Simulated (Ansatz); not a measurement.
# Ir (Fm-3m, 1 atom in the cell): converging a phonon calculation, part 2 of 3

Wanted: convergence of the phonons of Ir (Fm-3m, 1 atom in the cell) against cost.

Ansatz 0.2.0; DFT PBE, scalar-relativistic, plane waves, PAW.

So far, highest frequency on the path or at a solved wavevector (cm⁻¹): step 3 (the dispersion) 193; step 4 (q mesh 2×2×2) 193. The relaxed cell has a = 3.870 Å (conventional setting).

The database entry behind the starting cell differs from later determinations by our own check (0.1 to 0.3 % short, probably kX units), so it need not match the best structure at ambient conditions.

## 8. Another k mesh, k-mesh 6×6×6, q mesh 2×2×2

The k mesh is changed to 6×6×6 on a small fixed q mesh, to find the coarsest that serves.

Contents of input.yaml:

```yaml
crystal:
  lattice:
    - [0.0, 1.9349742179, 1.9349742179]
    - [1.9349742179, 0.0, 1.9349742179]
    - [1.9349742179, 1.9349742179, 0.0]
  atoms:
    - { symbol: Ir, position: [0.0, 0.0, 0.0] }
kpoints:
  mp_grid: { grid: [6, 6, 6] }
hamiltonian:
  xc: pbe
scf:
  occupations: { method: methfessel_paxton, width: 0.2 }
output:
  eigenvalues: true
phonons:
  method: dfpt
  qmesh: [2, 2, 2]
  temperatures: { t_max: 1000, t_step: 50 }
  qpath:
    path:
      - [[0.0, 0.0, 0.0], [0.5, 0.0, 0.5], [0.625, 0.25, 0.625]]
      - [[0.375, 0.375, 0.75], [0.0, 0.0, 0.0], [0.5, 0.5, 0.5], [0.5, 0.25, 0.75], [0.5, 0.0, 0.5]]
    npoints: 10
```

Started as:

```console
$ ansatz run input.yaml --threads 4 --pin off --max-ram 7168MiB --backend cpu --events-out ev --progress --plain --runs-dir out
```

Numbers of over 12 decimals in the logs are rounded to 6 here.

What it wrote:

```text
[...]
Crystal: 1 atoms, lattice volume = 14.490 Å³
Basis set: ecut = 420 eV, 283 PW (Γ), exchange–correlation on 40×40×40 points (8 copies of the dense FFT grid, shifted against one another)
Bands: 13, of which v1, the nominal top of the filled ones, is band 9 counted from 1 (8 counted from 0)
Symmetry: 48 space group operations
k-points: 16 of 216
[...]
SCF iter   1: F=—  HF=-11935.244326 eV  |F-HF|=—  |Δ(HF+E_count)|=         —  Δρ=7.03e-3  dr2=1.89e-3  ethr=1.77e-3  ⟨swp⟩=5.0  Hψ=1015  notcnv=0
[...]
SCF iter   8: F=-11935.244946 eV  HF=-11935.244946 eV  |F-HF|=3.64e-12  |Δ(HF+E_count)|=  3.64e-12  S|Δr|=    0.00e0  Δρ=1.90e-8  dr2=1.22e-14  ethr=1.00e-12  ⟨swp⟩=6.0  Hψ=836  notcnv=0
SCF 1 converged in 8 iterations: F = -11935.244946 eV  dr2 = 1.22e-14
[...]
SCF converged after 8 iterations
[...]
Free energy (F): -11935.244946 eV
[...]
Internal energy: -11935.247100 eV  (E = F + TS)
E sigma→0 (E₀):  -11935.245485 eV
Entropy (-TS):   0.002154 eV (2.154 meV/atom)
Fermi energy:    24.634719 eV
Step filling:    the computed levels leave a gap of 0.0000 eV = 0.0 smearing widths at the electron count; against every level under it full and every level over it empty, smearing changes F+E_penalty+E_count by -0.871 meV and its σ→0 estimate by -1.409 meV
[...]
--- Band table (eV; the first three rows and the last of 16) ---
  k-point 0: bands = [... 5 lower, 21.2910, 21.2910, 21.2910, 23.8742, 23.8742, 38.7390, 44.1046, 44.1046]
  k-point 1: bands = [... 5 lower, 20.8274, 21.6699, 21.6699, 23.7241, 23.7241, 40.3194, 40.8332, 45.9961]
  k-point 2: bands = [... 5 lower, 21.4996, 21.4996, 21.6530, 24.8138, 24.8138, 36.0377, 39.9852, 46.7922]
  k-point 15: bands = [... 5 lower, 19.0313, 22.0745, 24.0720, 26.4643, 31.6975, 33.2482, 35.4667, 37.9564]
[...]
ASR residual: 4.782e-7 → 0.000e0 eV/Å²; symmetrization residual: 1.364e-12 eV/Å²
  ASR residual per site (eV/Å²): 4.78e-7
  Γ frequencies (cm⁻¹): 0.00 0.00 0.00
--- Phonons (arbitrary-q DFPT): 3 irreducible q on the 2×2×2 mesh ---
[...]
interpolated dispersion: 62 rows × 3 modes
[...]
```

The job ended after 1.4 s (4 threads of Arm Neoverse V2, shared host; peak memory 0.32 GiB; 4 s of CPU time).

The run finished; it serves as a test, and its numbers are not taken as the result.

## 9. Another k mesh, k-mesh 10×10×10, q mesh 2×2×2

The k mesh is changed to 10×10×10 on a small fixed q mesh, to find the coarsest that serves.

input.yaml, as its differences from that of step 8:

```diff
@@ -8,3 +8,3 @@
 kpoints:
-  mp_grid: { grid: [6, 6, 6] }
+  mp_grid: { grid: [10, 10, 10] }
 hamiltonian:
```

What it wrote:

```text
[...]
Crystal: 1 atoms, lattice volume = 14.490 Å³
Basis set: ecut = 420 eV, 283 PW (Γ), exchange–correlation on 40×40×40 points (8 copies of the dense FFT grid, shifted against one another)
Bands: 13, of which v1, the nominal top of the filled ones, is band 9 counted from 1 (8 counted from 0)
Symmetry: 48 space group operations
k-points: 47 of 1000
[...]
SCF iter   1: F=—  HF=-11935.313201 eV  |F-HF|=—  |Δ(HF+E_count)|=         —  Δρ=5.45e-3  dr2=5.97e-4  ethr=1.77e-3  ⟨swp⟩=5.0  Hψ=2915  notcnv=0
[...]
SCF iter   7: F=-11935.314216 eV  HF=-11935.314216 eV  |F-HF|=1.82e-12  |Δ(HF+E_count)|=  4.18e-11  S|Δr|=    0.00e0  Δρ=2.05e-7  dr2=3.97e-12  ethr=1.00e-12  ⟨swp⟩=5.4  Hψ=2329  notcnv=0
SCF 1 converged in 7 iterations: F = -11935.314216 eV  dr2 = 3.97e-12
[...]
SCF converged after 7 iterations
[...]
Free energy (F): -11935.314216 eV
[...]
Internal energy: -11935.313414 eV  (E = F + TS)
E sigma→0 (E₀):  -11935.314015 eV
Entropy (-TS):   -0.000802 eV (-0.802 meV/atom)
Fermi energy:    25.136867 eV
[...]
--- Band table (eV; the first three rows and the last of 47) ---
  k-point 0: bands = [... 5 lower, 21.3085, 21.3085, 21.3085, 23.9068, 23.9068, 38.7255, 44.1139, 44.1139]
  k-point 1: bands = [... 5 lower, 21.0946, 21.4829, 21.4829, 23.8032, 23.8032, 39.4419, 42.4259, 44.8232]
  k-point 2: bands = [... 5 lower, 20.7610, 21.7497, 21.7497, 23.8191, 23.8191, 39.7336, 41.0134, 46.7637]
  k-point 46: bands = [... 5 lower, 19.5054, 21.3398, 23.6394, 26.4901, 32.6510, 33.0903, 34.9493, 38.0588]
[...]
ASR residual: 1.239e-4 → 0.000e0 eV/Å²; symmetrization residual: 1.288e-12 eV/Å²
  ASR residual per site (eV/Å²): 1.24e-4
  Γ frequencies (cm⁻¹): 0.00 0.00 0.00
--- Phonons (arbitrary-q DFPT): 3 irreducible q on the 2×2×2 mesh ---
[...]
interpolated dispersion: 62 rows × 3 modes
[...]
```

Elapsed: 3.4 s, on 4 threads; peak memory 0.4 GiB; 12 s of CPU time.

The run finished; it serves as a test, and its numbers are not taken as the result.

## 10. Another k mesh, k-mesh 16×16×16, q mesh 2×2×2

The k mesh is changed to 16×16×16 on a small fixed q mesh, to find the coarsest that serves.

input.yaml, as its differences from that of step 9:

```diff
@@ -8,3 +8,3 @@
 kpoints:
-  mp_grid: { grid: [10, 10, 10] }
+  mp_grid: { grid: [16, 16, 16] }
 hamiltonian:
```

What it wrote:

```text
[...]
Crystal: 1 atoms, lattice volume = 14.490 Å³
Basis set: ecut = 420 eV, 283 PW (Γ), exchange–correlation on 40×40×40 points (8 copies of the dense FFT grid, shifted against one another)
Bands: 13, of which v1, the nominal top of the filled ones, is band 9 counted from 1 (8 counted from 0)
Symmetry: 48 space group operations
k-points: 145 of 4096
[...]
k-point 144: bands = [... 5 lower, 20.3483, 20.3483, 23.3253, 26.4991, 33.0017, 33.9248, 33.9248, 38.0939]
[...]
ASR residual: 1.424e-4 → 0.000e0 eV/Å²; symmetrization residual: 4.472e-12 eV/Å²
  ASR residual per site (eV/Å²): 1.42e-4
  Γ frequencies (cm⁻¹): 0.00 0.00 0.00
--- Phonons (arbitrary-q DFPT): 3 irreducible q on the 2×2×2 mesh ---
[...]
interpolated dispersion: 62 rows × 3 modes
[...]
[key lines of the parts left out:]
SCF converged after 7 iterations
Free energy (F): -11935.300876 eV
Fermi energy:    25.061920 eV
```

It took 11 s on 4 threads; peak memory 0.75 GiB.

Against step 4 (now k-mesh 16×16×16), the lowest mode on the q mesh (acoustic modes at Γ apart) goes from 112 cm⁻¹ to 107 cm⁻¹ and the mean frequency goes from 136 cm⁻¹ to 133 cm⁻¹.

## 11. Another k mesh, q mesh 2×2×2

The k mesh is changed to 20×20×20 on a small fixed q mesh, to find the coarsest that serves.

input.yaml, as its differences from that of step 10:

```diff
@@ -8,3 +8,3 @@
 kpoints:
-  mp_grid: { grid: [16, 16, 16] }
+  mp_grid: { grid: [20, 20, 20] }
 hamiltonian:
```

What it wrote:

```text
[...]
Crystal: 1 atoms, lattice volume = 14.490 Å³
Basis set: ecut = 420 eV, 283 PW (Γ), exchange–correlation on 40×40×40 points (8 copies of the dense FFT grid, shifted against one another)
Bands: 13, of which v1, the nominal top of the filled ones, is band 9 counted from 1 (8 counted from 0)
Symmetry: 48 space group operations
k-points: 256 of 8000
[...]
k-point 255: bands = [... 5 lower, 20.3427, 20.3427, 23.3164, 26.4884, 32.9968, 33.9208, 33.9208, 38.0869]
[...]
ASR residual: 6.945e-5 → 0.000e0 eV/Å²; symmetrization residual: 6.063e-13 eV/Å²
  ASR residual per site (eV/Å²): 6.95e-5
  Γ frequencies (cm⁻¹): 0.00 0.00 0.00
--- Phonons (arbitrary-q DFPT): 3 irreducible q on the 2×2×2 mesh ---
[...]
interpolated dispersion: 62 rows × 3 modes
[...]
[key lines of the parts left out:]
SCF converged after 8 iterations
Free energy (F): -11935.312884 eV
Fermi energy:    25.006711 eV
```

Run time: 19 s. Hardware: 4 threads; peak memory 1.2 GiB; 71 s of CPU time.

Against step 10 (now k-mesh 20×20×20), the lowest mode on the q mesh (acoustic modes at Γ apart) goes from 107 cm⁻¹ to 112 cm⁻¹ and the mean frequency goes from 133 cm⁻¹ to 136 cm⁻¹.

## 12. Another k mesh, k-mesh 30×30×30, q mesh 2×2×2

The k mesh is changed to 30×30×30 on a small fixed q mesh, to find the coarsest that serves.

input.yaml, as its differences from that of step 11:

```diff
@@ -8,3 +8,3 @@
 kpoints:
-  mp_grid: { grid: [20, 20, 20] }
+  mp_grid: { grid: [30, 30, 30] }
 hamiltonian:
```

What it wrote:

```text
[...]
Crystal: 1 atoms, lattice volume = 14.490 Å³
Basis set: ecut = 420 eV, 283 PW (Γ), exchange–correlation on 40×40×40 points (8 copies of the dense FFT grid, shifted against one another)
Bands: 13, of which v1, the nominal top of the filled ones, is band 9 counted from 1 (8 counted from 0)
Symmetry: 48 space group operations
k-points: 752 of 27000
[...]
k-point 751: bands = [... 5 lower, 20.0473, 20.6600, 23.3574, 26.4923, 33.0085, 33.5223, 34.2951, 38.0858]
[...]
ASR residual: 1.297e-4 → 0.000e0 eV/Å²; symmetrization residual: 2.220e-13 eV/Å²
  ASR residual per site (eV/Å²): 1.30e-4
  Γ frequencies (cm⁻¹): 0.00 0.00 0.00
--- Phonons (arbitrary-q DFPT): 3 irreducible q on the 2×2×2 mesh ---
[...]
interpolated dispersion: 62 rows × 3 modes
[...]
[key lines of the parts left out:]
SCF converged after 8 iterations
Free energy (F): -11935.308783 eV
Fermi energy:    25.050527 eV
```

It took 62 s on 4 threads; peak memory 3.2 GiB.

Against step 4 (now k-mesh 30×30×30), the lowest mode on the q mesh (acoustic modes at Γ apart) goes from 112 cm⁻¹ to 110 cm⁻¹ and the mean frequency goes from 136 cm⁻¹ to 135 cm⁻¹.

## 13. The series together

Times are for 4 threads of Arm Neoverse V2, shared host. The series side by side:

| no. | k-mesh | lowest mode on the q mesh (acoustic modes at Γ apart) (cm⁻¹) | highest frequency on the path or at a solved wavevector (cm⁻¹) | time | memory (GiB) |
| --- | --- | --- | --- | --- | --- |
| 1 | 16×16×16 | 106.5 | 188.6 | 11 s | 0.75 |
| 2 | 20×20×20 | 112.2 | 192.8 | 19 s | 1.2 |
| 3 | 30×30×30 | 110.2 | 191 | 62 s | 3.2 |

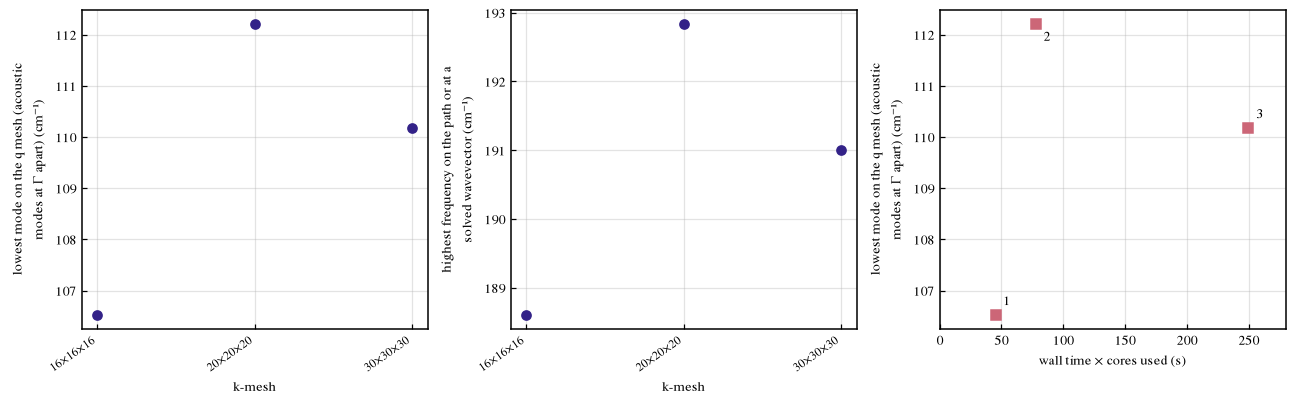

The series as plots; the last panel sets the first result against cost, with the runs numbered as in the table.

The phonon density of states has structure finer than the step of the table below, so its rows give means over 10 cm⁻¹, whole bins alone (the curve runs from 1 to 189 cm⁻¹). Peaks (cm⁻¹: height): 16×16×16 141.0: 0.0393, 169.0: 0.0730; 20×20×20 139.0: 0.0430, 179.0: 0.0513; 30×30×30 139.0: 0.0417, 175.0: 0.0573.

The runs together. Phonon density of states against wavenumber; means over each step; values in 1/cm⁻¹/cell:

| wavenumber (cm⁻¹) | 16×16×16 | 20×20×20 | 30×30×30 |
| --- | --- | --- | --- |
| 10 | 6.7e-5 | 5.8e-5 | 6.1e-5 |
| 20 | 3.4e-4 | 2.9e-4 | 3.1e-4 |
| 30 | 7.9e-4 | 6.9e-4 | 7.2e-4 |
| 40 | 0.00148 | 0.00128 | 0.00135 |
| 50 | 0.00242 | 0.00211 | 0.00221 |
| 60 | 0.00374 | 0.00325 | 0.00342 |
| 70 | 0.00553 | 0.00480 | 0.00506 |
| 80 | 0.00805 | 0.00697 | 0.00735 |
| 90 | 0.0118 | 0.0101 | 0.0107 |
| 100 | 0.0183 | 0.0152 | 0.0163 |
| 110 | 0.0301 | 0.0267 | 0.0288 |
| 120 | 0.0335 | 0.0365 | 0.0357 |
| 130 | 0.0362 | 0.0399 | 0.0388 |
| 140 | 0.0375 | 0.0345 | 0.0353 |
| 150 | 0.0261 | 0.0228 | 0.0238 |
| 160 | 0.0209 | 0.0207 | 0.0201 |
| 170 | 0.0451 | 0.0263 | 0.0376 |
| 180 | 0.0159 | 0.0398 | 0.0281 |

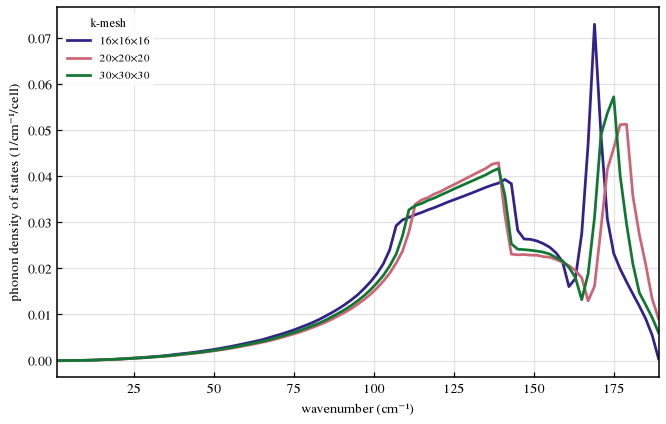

Phonon density of states, plotted against wavenumber.

The runs together, line C_V. C_V against temperature; values in J/mol-atom/K:

| temperature (K) | 16×16×16 | 20×20×20 | 30×30×30 |
| --- | --- | --- | --- |
| 0 | 0 | 0 | 0 |
| 50 | 8.86 | 8.47 | 8.64 |
| 100 | 18.4 | 18.2 | 18.3 |
| 150 | 21.7 | 21.6 | 21.6 |
| 200 | 23.0 | 22.9 | 23.0 |
| 250 | 23.7 | 23.6 | 23.7 |
| 300 | 24.1 | 24.0 | 24.0 |
| 350 | 24.3 | 24.3 | 24.3 |
| 400 | 24.4 | 24.4 | 24.4 |
| 450 | 24.6 | 24.5 | 24.5 |
| 500 | 24.6 | 24.6 | 24.6 |
| 550 | 24.7 | 24.7 | 24.7 |
| 600 | 24.7 | 24.7 | 24.7 |
| 650 | 24.8 | 24.7 | 24.7 |
| 700 | 24.8 | 24.8 | 24.8 |
| 750 | 24.8 | 24.8 | 24.8 |
| 800 | 24.8 | 24.8 | 24.8 |
| 850 | 24.8 | 24.8 | 24.8 |
| 900 | 24.8 | 24.8 | 24.8 |
| 950 | 24.9 | 24.8 | 24.9 |
| 1000 | 24.9 | 24.9 | 24.9 |

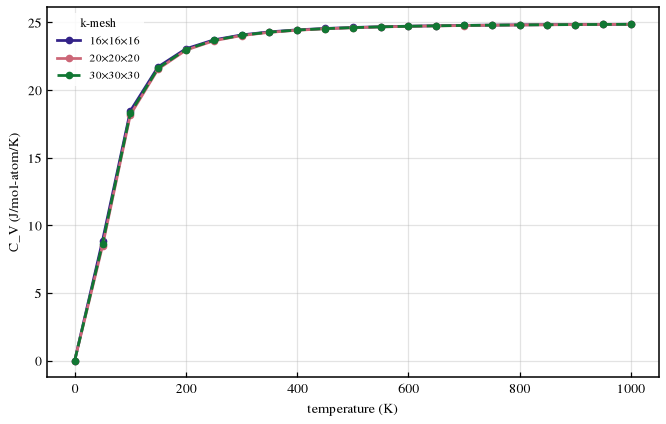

C_V, plotted against temperature.

## 14. Another cutoff, cutoff 170 eV, q mesh 2×2×2

The cutoff is set to 170 eV on a small fixed q mesh.

input.yaml, as its differences from that of step 12:

```diff
@@ -8,3 +8,3 @@
 kpoints:
-  mp_grid: { grid: [30, 30, 30] }
+  mp_grid: { grid: [20, 20, 20] }
 hamiltonian:
@@ -24 +24,3 @@
     npoints: 10
+basis:
+  ecutwfc: 170
```

What it wrote:

```text
Warning: basis.ecutwfc = 170 eV is below the records' recommended 420 eV, and the density's cutoff is lower with it unless basis.ecutrho_ratio is high enough to keep the records' density cutoff: compare with a run at a higher cutoff
[...]
Crystal: 1 atoms, lattice volume = 14.490 Å³
Basis set: ecut = 170 eV, 65 PW (Γ), exchange–correlation on 24×24×24 points (8 copies of the dense FFT grid, shifted against one another)
Bands: 13, of which v1, the nominal top of the filled ones, is band 9 counted from 1 (8 counted from 0)
Symmetry: 48 space group operations
k-points: 256 of 8000
[...]
SCF iter   1: F=—  HF=-11913.584563 eV  |F-HF|=—  |Δ(HF+E_count)|=         —  Δρ=2.77e-1  dr2=6.73e0  ethr=1.77e-3  ⟨swp⟩=4.9  Hψ=16918  notcnv=0
[...]
SCF iter   8: F=-11910.167760 eV  HF=-11910.167760 eV  |F-HF|=5.46e-12  |Δ(HF+E_count)|=  5.46e-12  S|Δr|=    0.00e0  Δρ=1.13e-8  dr2=6.41e-15  ethr=1.00e-12  ⟨swp⟩=3.0  Hψ=11020  notcnv=0
SCF 1 converged in 8 iterations: F = -11910.167760 eV  dr2 = 6.41e-15
[...]
SCF converged after 8 iterations
[...]
Free energy (F): -11910.167760 eV
[...]
Internal energy: -11910.167943 eV  (E = F + TS)
E sigma→0 (E₀):  -11910.167806 eV
Entropy (-TS):   0.000183 eV (0.183 meV/atom)
Fermi energy:    24.936375 eV
[...]
--- Band table (eV; the first three rows and the last of 256) ---
  k-point 0: bands = [... 5 lower, 22.2420, 22.2420, 22.2420, 24.1163, 24.1163, 39.4683, 44.9130, 44.9130]
  k-point 1: bands = [... 5 lower, 22.1749, 22.2948, 22.2948, 24.0980, 24.0980, 39.6657, 44.3832, 45.0948]
  k-point 2: bands = [... 5 lower, 21.9922, 22.4322, 22.4322, 24.0702, 24.0702, 40.2222, 43.2796, 45.6307]
  k-point 255: bands = [... 5 lower, 21.0115, 21.0115, 24.1692, 26.5545, 33.0750, 36.0296, 36.0296, 41.2530]
[...]
ASR residual: 2.145e-5 → 0.000e0 eV/Å²; symmetrization residual: 1.184e-13 eV/Å²
  ASR residual per site (eV/Å²): 2.14e-5
  Γ frequencies (cm⁻¹): 0.00 0.00 0.00
--- Phonons (arbitrary-q DFPT): 3 irreducible q on the 2×2×2 mesh ---
[...]
interpolated dispersion: 62 rows × 3 modes
[...]
zero-point energy: -0.000000 eV/cell   skipped modes (ω ≤ 0): 1872, of them read as no rigid motion or as one in doubt: 1869 (3.000e0 modes/cell left out, lowest -211.07 cm⁻¹)   left out of the sums: 1.00e0 of the cell's modes: C_V's classical limit lies that fraction below 3 k_B per atom; for a crystal, a wire or a layer, F and S can be off by more, and a phonons.interpolated_qmesh denser along its periods is the remedy for the sampling
```

Elapsed: 11 s, on 4 threads; peak memory 0.9 GiB; 36 s of CPU time.

The run finished; it serves as a test, and its numbers are not taken as the result.

## 15. Another cutoff, cutoff 230 eV, q mesh 2×2×2

The cutoff is set to 230 eV on a small fixed q mesh.

input.yaml, as its differences from that of step 14:

```diff
@@ -25,2 +25,2 @@
 basis:
-  ecutwfc: 170
+  ecutwfc: 230
```

What it wrote:

```text
[...]
Crystal: 1 atoms, lattice volume = 14.490 Å³
Basis set: ecut = 230 eV, 113 PW (Γ), exchange–correlation on 30×30×30 points (8 copies of the dense FFT grid, shifted against one another)
Bands: 13, of which v1, the nominal top of the filled ones, is band 9 counted from 1 (8 counted from 0)
Symmetry: 48 space group operations
k-points: 256 of 8000
[...]
SCF iter   1: F=—  HF=-11931.906091 eV  |F-HF|=—  |Δ(HF+E_count)|=         —  Δρ=7.34e-2  dr2=3.49e-1  ethr=1.77e-3  ⟨swp⟩=5.0  Hψ=16558  notcnv=0
[...]
SCF iter   7: F=-11931.754444 eV  HF=-11931.754444 eV  |F-HF|=0.00e0  |Δ(HF+E_count)|=  4.00e-11  S|Δr|=    0.00e0  Δρ=4.57e-8  dr2=1.94e-13  ethr=1.00e-12  ⟨swp⟩=5.5  Hψ=12502  notcnv=0
SCF 1 converged in 7 iterations: F = -11931.754444 eV  dr2 = 1.94e-13
[...]
SCF converged after 7 iterations
[...]
Free energy (F): -11931.754444 eV
[...]
Internal energy: -11931.756362 eV  (E = F + TS)
E sigma→0 (E₀):  -11931.754923 eV
Entropy (-TS):   0.001918 eV (1.918 meV/atom)
Fermi energy:    25.100336 eV
[...]
--- Band table (eV; the first three rows and the last of 256) ---
  k-point 0: bands = [... 5 lower, 21.3951, 21.3951, 21.3951, 23.9269, 23.9269, 38.8712, 44.2970, 44.2970]
  k-point 1: bands = [... 5 lower, 21.3402, 21.4429, 21.4429, 23.9003, 23.9003, 39.0578, 43.7535, 44.4756]
  k-point 2: bands = [... 5 lower, 21.0701, 21.5692, 21.5692, 23.8013, 23.8013, 39.5814, 42.5778, 44.9963]
  k-point 255: bands = [... 5 lower, 20.5227, 20.5227, 23.3320, 26.6027, 32.9700, 34.1357, 34.1357, 38.2403]
[...]
ASR residual: 4.385e-5 → 0.000e0 eV/Å²; symmetrization residual: 2.959e-13 eV/Å²
  ASR residual per site (eV/Å²): 4.39e-5
  Γ frequencies (cm⁻¹): 0.00 0.00 0.00
--- Phonons (arbitrary-q DFPT): 3 irreducible q on the 2×2×2 mesh ---
[...]
interpolated dispersion: 62 rows × 3 modes
[...]
```

Wall time 11 s (4 threads); peak memory 0.89 GiB; 40 s of CPU time.

The run finished; it serves as a test, and its numbers are not taken as the result.

[end of part 2 of 3]

[Logs are printed without paths, hosts, clocks, repeated set-up lines and the standing remarks that a program may print on its own settings, such as how far it seeks lower states.]

[Hosts, paths, dates, database ids (printed as entryN), source tags and the programs' standing remarks are cut or masked in the printed files.]
